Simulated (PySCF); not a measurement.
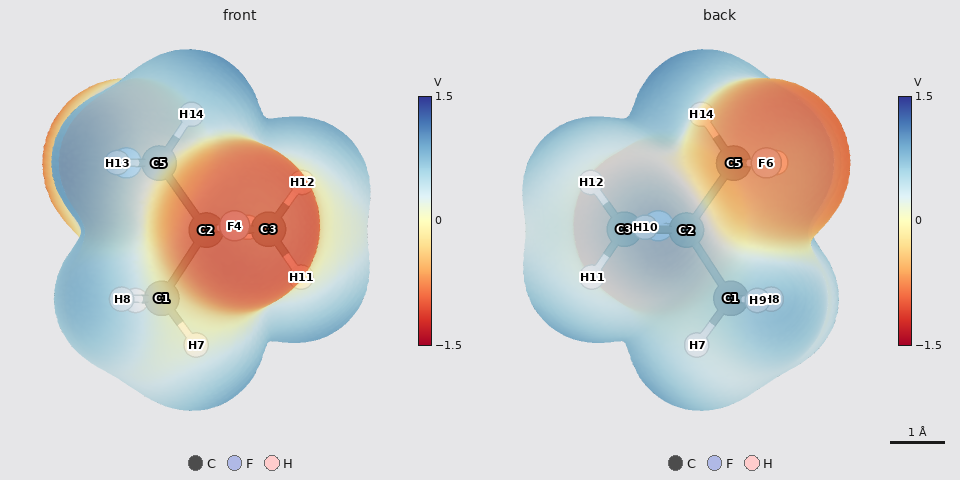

Figure. C4H8F2 (SMILES CC(C)(F)CF). The molecular electrostatic potential painted on the density surface at 0.002 e/bohr³, seen from the front and from behind; red is negative and blue positive.

Geometry: GFN2-xTB.

Level of theory: CAM-B3LYP/def2-SVPD, SCF density, gas phase (PySCF 2.14.0).

Input file:

```
{"job": {"kind": "uv", "xc": "CAM-B3LYP", "basis": "def2-SVPD", "nstates": 8, "ntriplets": 3}, "charge": 0, "multiplicity": 1}
C      1.379807    -0.457271     0.125833
C     -0.070974    -0.036506    -0.066715
C     -1.047598    -0.973092     0.631456
F     -0.352576    -0.057378    -1.433914
C     -0.288962     1.421160     0.364361
F      0.004305     1.571345     1.693138
H      1.514430    -1.488427    -0.189983
H      2.034076     0.176681    -0.468135
H      1.647523    -0.364148     1.174421
H     -0.912933    -0.901198     1.706944
H     -0.874515    -1.998425     0.314607
H     -2.070079    -0.699820     0.380131
H      0.370146     2.090413    -0.197256
H     -1.333328     1.716192     0.222971
```

Launched as:

```sh
OMP_NUM_THREADS=1 python probes_run.py task.json out
```

Where is the surface potential most negative and most positive?

Answer. The most negative region (about −1.0 V) lies over F4, the most positive (about +1.0 V) over H13 and H14.
